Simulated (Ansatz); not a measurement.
A series of calculations on Si2H5F3

Part 1: Relaxation

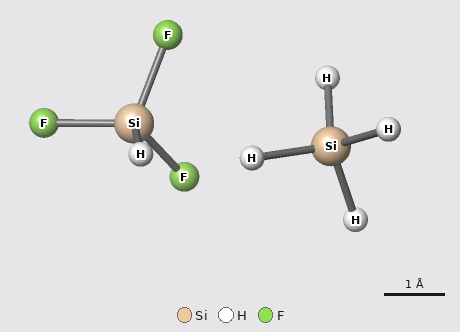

This is the input geometry for a relaxation of Si$_{2}$H$_{5}$F$_{3}$. Style: ball-and-stick. Shown from a free direction.

The run prepares an end point of a later path (reaction) calculation, from a guessed geometry.

All numbers below come from RKS PBE0-D4/def2-SVP (Ansatz 0.2.0).

Input file:
```yaml
crystal:
  periodic: [false, false, false]
  atoms:
    - { symbol: Si, position_ang: [0.382261, -0.056678, -0.09549] }
    - { symbol: H, position_ang: [0.511195, 0.024092, 1.355099] }
    - { symbol: F, position_ang: [1.799358, 0.094016, -0.825635] }
    - { symbol: F, position_ang: [-0.576754, 1.106631, -0.64708] }
    - { symbol: F, position_ang: [-0.260133, -1.458262, -0.526031] }
    - { symbol: Si, position_ang: [-2.752023, 0.060788, 1.291931] }
    - { symbol: H, position_ang: [-2.899405, -0.749632, 0.043213] }
    - { symbol: H, position_ang: [-3.547814, -0.550607, 2.402243] }
    - { symbol: H, position_ang: [-3.219215, 1.458101, 1.055253] }
    - { symbol: H, position_ang: [-1.33417, 0.07155, 1.703997] }
basis:
  gaussian: { orbitals: def2-SVP }
hamiltonian:
  xc: pbe0
  dispersion: d4
relax:
  f_tol: 0.03
  max_steps: 50
```

Run as
```bash
ansatz run input.yaml --threads 2 --pin off --max-ram 3072MiB --backend cpu --events-out ev --progress --plain --runs-dir out
```

> Predict the outcome.

The largest move after the best rigid fit is that of H2, 0.80 Å. By element the largest moves are H 0.80 Å, F 0.51 Å, Si 0.29 Å. Among the contacts that change: Si1–Si6 3.430 → 3.991 Å, Si6–H10 1.477 → 1.496 Å, Si1–H2 1.459 → 1.465 Å, Si6–H7 1.496 → 1.490 Å. The energy falls by 4.44 kcal/mol in 10 accepted moves (11 points after the start). Largest force component: 0.67 eV/Å at the start, 0.017 eV/Å at the end. The line search rejected the trial step at point 3 of the run. The run took 31 s on 2 threads of Arm Neoverse V1 (shared host), peak memory 0.22 GiB.

Final geometry:

```xyz
10

Si    0.6626   -0.0490   -0.1678
H     1.2766    0.1247    1.1514
F     1.7414    0.1528   -1.3306
F    -0.5081    1.0200   -0.4053
F     0.0311   -1.5085   -0.3285
Si   -3.0225    0.0550    1.3600
H    -2.9950   -0.7098    0.0811
H    -4.1142   -0.4691    2.2336
H    -3.2504    1.5040    1.0931
H    -1.7182   -0.1202    2.0705
```

The end point in the same view:

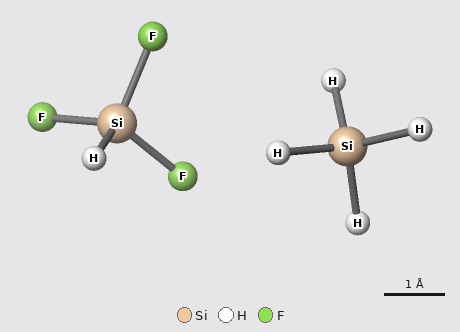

Part 2: Relaxation

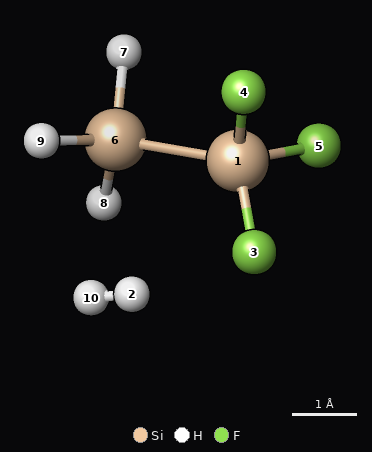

This is the input geometry for a relaxation of Si2H5F3. The picture is a ball-and-stick view, seen at a tilt.

The run prepares an end point of a later path (reaction) calculation, from a guessed geometry.

Computed with RKS PBE0-D4/def2-SVP (Ansatz 0.2.0).

Input file:
```yaml
crystal:
  periodic: [false, false, false]
  atoms:
    - { symbol: Si, position_ang: [-0.496174, -0.127452, -0.440307] }
    - { symbol: H, position_ang: [-0.03816, 0.377721, 2.144779] }
    - { symbol: F, position_ang: [0.927958, 0.052928, 0.293515] }
    - { symbol: F, position_ang: [-0.566019, 1.04513, -1.541792] }
    - { symbol: F, position_ang: [-0.387621, -1.524091, -1.234153] }
    - { symbol: Si, position_ang: [-2.375809, -0.067777, 0.798703] }
    - { symbol: H, position_ang: [-3.48331, -0.36537, -0.167564] }
    - { symbol: H, position_ang: [-2.371812, -1.101254, 1.873952] }
    - { symbol: H, position_ang: [-2.57309, 1.301247, 1.363544] }
    - { symbol: H, position_ang: [-0.532662, 0.408918, 2.666824] }
basis:
  gaussian: { orbitals: def2-SVP }
hamiltonian:
  xc: pbe0
  dispersion: d4
relax:
  f_tol: 0.03
  max_steps: 50
```

Command:
```bash
ansatz run input.yaml --threads 2 --pin off --max-ram 3072MiB --backend cpu --events-out ev --progress --plain --runs-dir out
```

Q: Where does the relaxation end?

A: The atom that moves furthest after the best rigid fit is H10 (0.66 Å). Largest moves by element: H 0.66 Å, F 0.23 Å, Si 0.19 Å. Some distances before and after: Si1–Si6 2.252 → 2.325 Å, H2–H10 0.720 → 0.761 Å, Si6–H7 1.500 → 1.492 Å. Bond angles that change, for instance: F3–Si1–Si6 118.9° → 112.7°, Si1–Si6–H8 112.1° → 108.9°, F4–Si1–Si6 108.7° → 111.8°. Over 6 accepted moves (7 points after the start) the energy falls by 0.204 eV. The largest force component goes from 1.3 to 0.0049 eV/Å. The line search rejected the trial step at point 3 of the run.

History of the run:

```csv
step,"E − E(0), eV","largest force component, eV/Å",note
0,0.0000,1.3472,
1,-0.1556,0.2567,
2,-0.1904,0.2122,
3,-0.1816,0.3111,rejected
4,-0.1994,0.0841,
5,-0.2027,0.0881,
6,-0.2031,0.0416,
7,-0.2037,0.0049,
```

The structure at the end:

```xyz
10

Si   -0.5512   -0.1558   -0.6246
H     0.1779    0.4643    2.6050
F     0.7837    0.0690    0.2482
F    -0.5551    0.9810   -1.7610
F    -0.3789   -1.5676   -1.3734
Si   -2.4849   -0.0956    0.6643
H    -3.6455   -0.3430   -0.2396
H    -2.4052   -1.1614    1.7032
H    -2.6033    1.2482    1.2980
H    -0.2342    0.5608    3.2375
```

After the run, drawn alike:

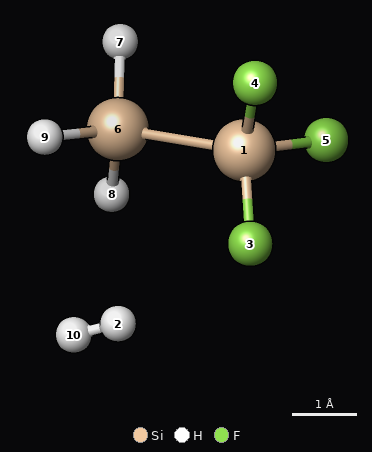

Part 3: Path

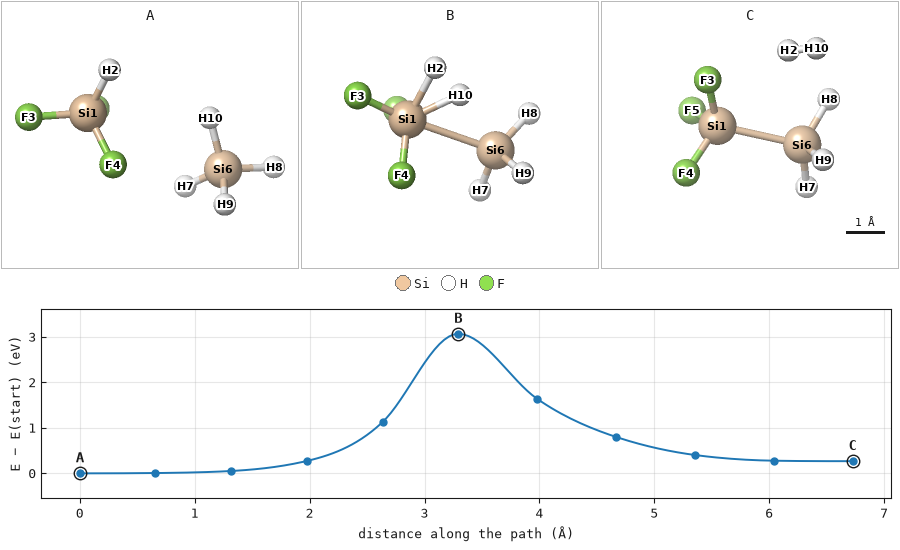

NEB run on Si2H5F3, made up at the start of SiHF3 and SiH₄. Images are numbered from 0 (start) to 10 (end). Frames A to C are images 0, 5, 10. The picture is a ball-and-stick view, seen from a free direction.

Method: RKS PBE0-D4/def2-SVP in Ansatz. Set-up: 9 movable images; climbing image; force threshold 0.03 eV/Å; iteration limit 58; starting path through a guess of the saddle point.

Question: Read off the barrier and say what moves.

Answer: The energy climbs by 3.07 eV to image 5 and then falls by 2.80 eV, so the end point sits at +0.27 eV. Breaking: Si1–H2 (1.47 → 1.72 at the top → 3.37 Å), Si6–H10 (1.50 → 1.98 at the top → 3.48 Å). Forming: H2–H10 (3.14 → 1.06 at the top → 0.76 Å), Si1–Si6 (3.99 → 2.55 at the top → 2.32 Å). The band converged in 20 iterations. The largest component of the band force went from 11 to 0.03 eV/Å. The climbing image converged on the top of the path. Its vibrational analysis gives 2 imaginary modes over 30i cm⁻¹, so it isn't confirmed as a transition state.

Limits of the set-up: the start holds two separate molecules, 3.0 Å apart at their closest, whose relative position is a soft coordinate.

The run took 7.8 min on 2 threads of Arm Neoverse V1, on a shared host, peak memory 0.26 GiB.
